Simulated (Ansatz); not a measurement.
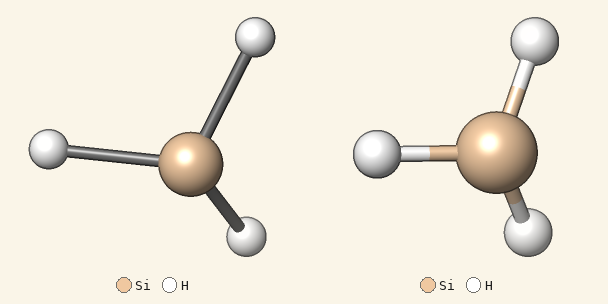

Two views of one molecule.

State: neutral, doublet. The geometry was computed by an optimisation with PBE0-D4/def2-TZVP.

Count the atoms of each element.

SiH₃, 4 atoms: 1 silicon and 3 hydrogen.

How many sets of symmetry-equivalent atoms are there?

2: 1 Si, 3 H.

The parts below concern this one geometry. Atoms keep their numbers from picture to picture.

Shape

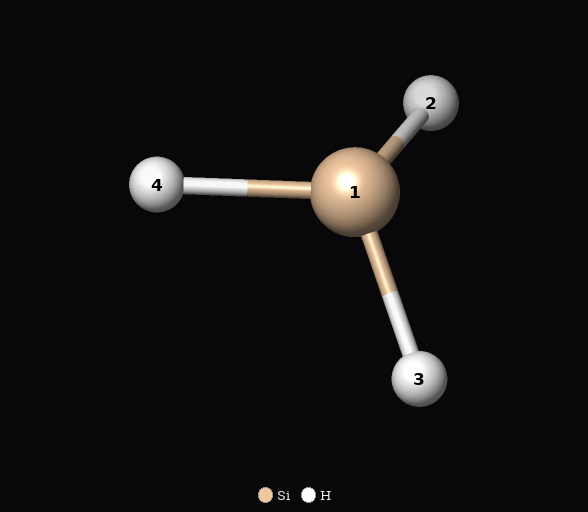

How are the neighbours of atom 1 arranged?

Si1 has 3 neighbours (H2 at 1.49, H3 at 1.49, H4 at 1.49 Å); the arrangement is trigonal pyramidal.

Thermal motion

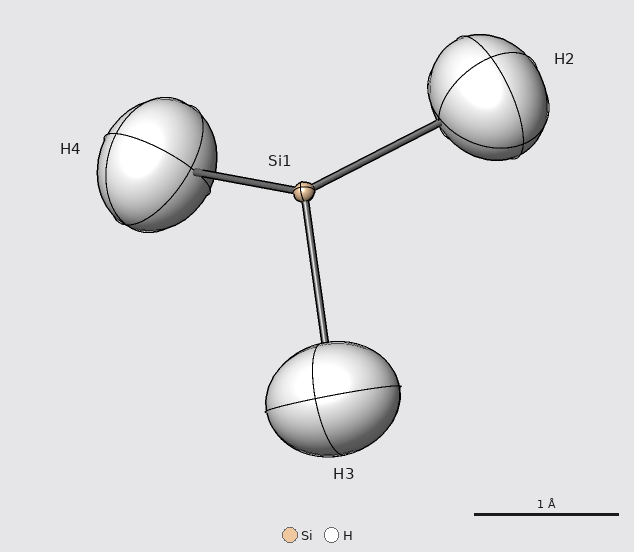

Displacement ellipsoids at the 50 % level, enlarged 3 times, from the internal vibrations of the free molecule (harmonic, no overall translation or rotation; no half-axis is drawn under 0.075 Å). Vibrations computed with UKS PBE0-D4/def2-TZVP (Ansatz 0.2.0). Temperature: 298 K.

Which atom moves most?

H2, H3, H4, with U_eq = 0.0088 Å².

Give the displacement parameters, one line for each set of equivalent atoms.

```tsv
atom	U_eq (Å²)	rms amplitudes (Å)
Si1	0.00005	0.006, 0.006, 0.009
H2, H3, H4	0.0088	0.085, 0.091, 0.104
```

Electronic properties

Level of theory: UHF-CCSD(T), frozen core/def2-TZVPP (Ansatz 0.2.0).

Predict the main results.

- ⟨S²⟩ of the determinant: 0.755
- T1 diagnostic: 0.015

Charges

The questions are on Mulliken charges. Method: UKS PBE0-D4/def2-TZVP (Ansatz 0.2.0).

List the Mulliken charges.

| atom | value (e) |
| --- | --- |
| Si1 | −0.01 |
| H2 | 0.00 |
| H3 | 0.00 |
| H4 | 0.00 |

Mulliken values depend strongly on the basis set and can even reverse the polarity of a bond.
